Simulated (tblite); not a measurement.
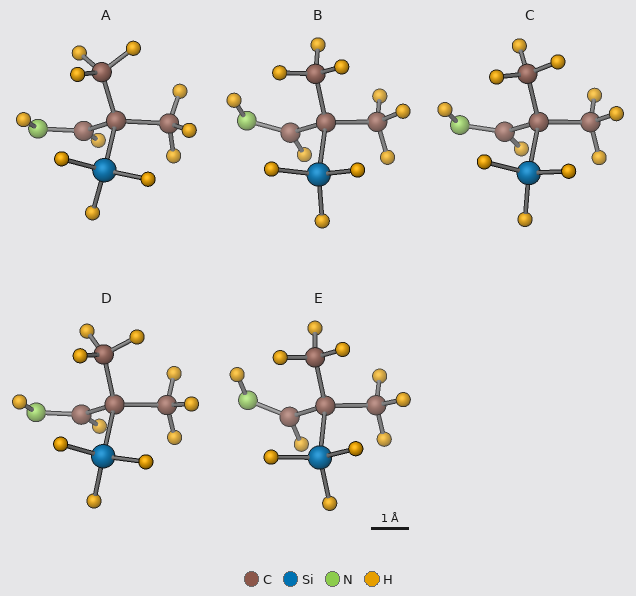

5 geometries from one relaxation of C4H11NSi, in shuffled order. The picture is a ball-and-stick view, seen at a tilt.

Computed with GFN2-xTB geometry optimisation, gas phase in tblite 0.8.0. 

Order the frames from highest to lowest energy.

Answer. A, D, C, B, E. They are steps 0, 21, 34, 55, 111, at +13.5 kcal/mol, +3.33 kcal/mol, +1.76 kcal/mol, +0.35 kcal/mol relative to the last. The atom that moves furthest after the best rigid fit is an H atom (0.93 Å). By element the largest moves are H 0.93 Å, N 0.41 Å, C 0.23 Å, Si 0.16 Å. Some distances before and after: C–Si 1.884 → 1.928 Å, C–H 1.129 → 1.091 Å, H–Si 1.486 → 1.462 Å, C–N 1.275 → 1.256 Å. Among the angles between lasting bonds that change: C–C–N 120.1° → 130.1°, H–C–H 115.5° → 108.1°, C–C–H 120.7° → 114.5°. Groups turn about C–C by about 40°, C–C by about 35°, C–Si by about 25°. After 111 geometry steps the energy has fallen by 13.5 kcal/mol.
